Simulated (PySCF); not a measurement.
# BH2Br− (SMILES [BH2-]Br): UMP2/STO-3G

Aim: the energy change on altering one bond length of BH2Br− at UMP2/STO-3G, from 2 runs. The job is set up through a Python script.

The results are computed with PySCF 2.14.0.

7 further runs of the same task are left out: 7 set aside as unsound or not needed.

## (1) The system as given

BH2Br−: 4 atoms, total charge -1, spin state doublet. As SMILES, `[BH2-]Br`. Geometry: relaxed at GFN2-xTB.

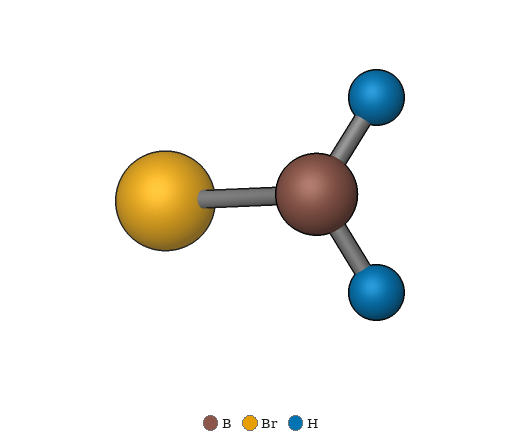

The structure, seen from a chosen angle (boron brown, bromine amber, hydrogen blue).

## (2) A single-point energy at UMP2/STO-3G

calc.py reads:

```python
from pyscf import gto, scf, mp

mol = gto.Mole()
mol.atom = [
    ('B', (-0.380570, 0.148840, 0.001750)),
    ('Br', (1.540060, 0.580870, 0.661540)),
    ('H', (-0.770230, -0.861690, 0.547550)),
    ('H', (-0.389260, 0.131980, -1.210840)),
]
mol.spin = 1
mol.basis = 'sto-3g'
mol.verbose = 3
mol.charge = -1
mol.max_memory = 1860
mol.build()

mf = scf.UHF(mol)
mf.conv_tol = 1e-10
mf.kernel()
if not mf.converged:
    mf = mf.newton().run(mf.mo_coeff, mf.mo_occ)

pt = mp.MP2(mf, frozen=10).run()
etot = pt.e_tot
print('Final energy', etot)
```

On the command line:

```bash
OMP_NUM_THREADS=1 python calc.py
```

Log:

```text
converged SCF energy = -2570.05837716157  <S^2> = 0.75616096  2S+1 = 2.0061515
E(UMP2) = -2570.09073335357  E_corr = -0.0323561919937131
E(SCS-UMP2) = -2570.09574427395  E_corr = -0.0373671123751937
Final energy -2570.0907333535683
```

Run time: 0.58 s. Hardware: 1 thread of Arm Neoverse V2, shared host; peak memory 0.12 GiB.

## (3) The distorted shape

start.xyz reads:

```xyz
4
BBrH2
B     -0.302628     0.350971    -0.107424
Br     1.618002     0.783001     0.552366
H     -0.770230    -0.861690     0.547550
H     -0.311318     0.334111    -1.320014
```

job.py reads:

```python
from pyscf import gto, mp

mol = gto.M(
    atom='start.xyz',
    spin=1,
    max_memory=1860,
    basis='sto-3g',
    verbose=4,
    charge=-1,
)

calc0 = mol.UHF()
calc0.conv_tol = 1e-10
calc0.kernel()
if not calc0.converged:
    calc0 = calc0.newton().run(calc0.mo_coeff, calc0.mo_occ)

pt = mp.MP2(calc0, frozen=10).run()
etot = pt.e_tot
print(f'total energy: {etot:.8f} hartree')
```

On the command line:

```bash
OMP_NUM_THREADS=1 python job.py
```

Log:

```text
PySCF version 2.14.0

[INPUT] num. atoms = 4
[INPUT] num. electrons = 43
[INPUT] charge = -1
[INPUT] spin (= nelec alpha-beta = 2S) = 1
[INPUT] symmetry False subgroup None
[INPUT] Mole.unit = angstrom
[INPUT] Symbol           X                Y                Z      unit          X                Y                Z       unit  Magmom
[INPUT]  1 B     -0.302628000000   0.350971000000  -0.107424000000 AA   -0.571884037625   0.663239067665  -0.203001939205 Bohr   0.0
[INPUT]  2 Br     1.618002000000   0.783001000000   0.552366000000 AA    3.057580648999   1.479657445261   1.043820460522 Bohr   0.0
[INPUT]  3 H     -0.770230000000  -0.861690000000   0.547550000000 AA   -1.455523752924  -1.628358104276   1.034719539506 Bohr   0.0
[INPUT]  4 H     -0.311318000000   0.334111000000  -1.320014000000 AA   -0.588305757647   0.631378285205  -2.494464940592 Bohr   0.0

nuclear repulsion = 62.0181270895386
number of shells = 13
number of NR pGTOs = 75
number of NR cGTOs = 25
basis = sto-3g
ecp = {}

[... 69 lines left out ...]
converged SCF energy = -2570.02644579552  <S^2> = 0.75827706  2S+1 = 2.00826
[... 1 line left out ...]
******** <class 'pyscf.mp.ump2.UMP2'> ********
nocc = (np.int64(12), np.int64(11)), nmo = (15, 15)
frozen orbitals 10
E(UMP2) = -2570.06369323094  E_corr = -0.0372474354191064
E(SCS-UMP2) = -2570.06932749704  E_corr = -0.0428817015225281
E_corr(same-spin) = -0.00209448574661482
E_corr(oppo-spin) = -0.0351529496724915
total energy: -2570.06369323 hartree
```

It took 0.6 s on 1 thread of Arm Neoverse V2, shared host; peak memory 0.12 GiB.

## (4) Results

At UMP2/STO-3G, 10 core orbitals frozen:

```
                                                                   quantity           value
                                                  first shape: total energy  -2570.09073 Eh
    first shape: HOMO energy (Hartree–Fock orbitals) (highest over α and β)         1.79 eV
     first shape: LUMO energy (Hartree–Fock orbitals) (lowest over α and β)        17.74 eV
                  first shape: correlation energy (10 core orbitals frozen)       -32.4 mEh
                             first shape: ⟨S²⟩ of the reference determinant           0.756
                                              distorted shape: total energy  -2570.06369 Eh
distorted shape: HOMO energy (Hartree–Fock orbitals) (highest over α and β)         1.60 eV
 distorted shape: LUMO energy (Hartree–Fock orbitals) (lowest over α and β)        17.39 eV
              distorted shape: correlation energy (10 core orbitals frozen)       -37.2 mEh
                         distorted shape: ⟨S²⟩ of the reference determinant           0.758
          energy change with the B1–H3 bond stretched from 1.213 to 1.455 Å        0.736 eV
```

**Reading.** With the B1–H3 bond stretched from 1.213 to 1.455 Å the energy rises by 0.74 eV (71.0 kJ/mol). The first shape isn't relaxed at this level, so the change isn't measured from a minimum. The minimal basis adds a large error of its own. Mulliken charges (first shape) of the mean-field density run from -0.48 on Br2 to -0.12 on B1. The HOMO (first shape) lies at positive energy, 1.79 eV: the electron is unbound at this level or held by a compact basis; values depend on the basis. The HOMO (distorted shape) lies at positive energy, 1.60 eV: the electron is unbound at this level or held by a compact basis; values depend on the basis.
